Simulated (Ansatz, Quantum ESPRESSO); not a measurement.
# arsenene, 1 layer: the gap on the mesh at a withheld member of a series

**Set-up.** Quantum ESPRESSO 7.5, PBE, SG15 norm-conserving. Cell and atoms are relaxed under PBE (GBRV files) and held. Screened hybrids with norm-conserving files, screening 0.106 per bohr, fixed occupations, a 9×9×1 mesh with exchange on 3×3×1 q points. Levels count from the potential in the middle of the vacuum. The series steps the share of short-range exact exchange (0.25 is HSE06, 0 is PBE).

| share of short-range exact exchange | gap on the mesh (eV) |
| --- | --- |
| 0 | 1.603 |
| 0.1 | 1.875 |
| 0.15 | 2.013 |
| 0.2 | 2.153 |
| 0.3 | 2.440 |
| 0.4 | 2.733 |

**Question.** What is the gap on the mesh at 0.25?

**Worked estimate.** The rows at 0.2 and 0.3 give a slope of (2.440 − (2.153))/(0.3 − (0.2)) = 2.87, so a straight line gives 2.296 eV. A parabola through these and the row at 0.15 gives 2.295 eV.

**The withheld run.** 2.296 eV. The line misses by +0.001 and the parabola by −0.001 eV. Both misses are under 5 % of the step from the nearer row.

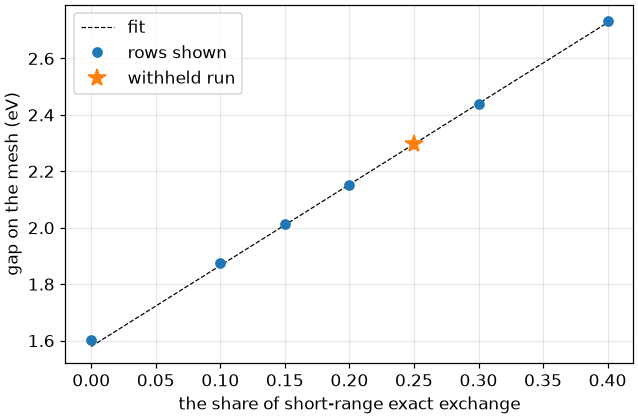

The rows shown, the fit and the withheld run.

**Limits.** Gaps are those of the mesh; no spin-orbit coupling; the q mesh was not tested; the geometry stays that of PBE.
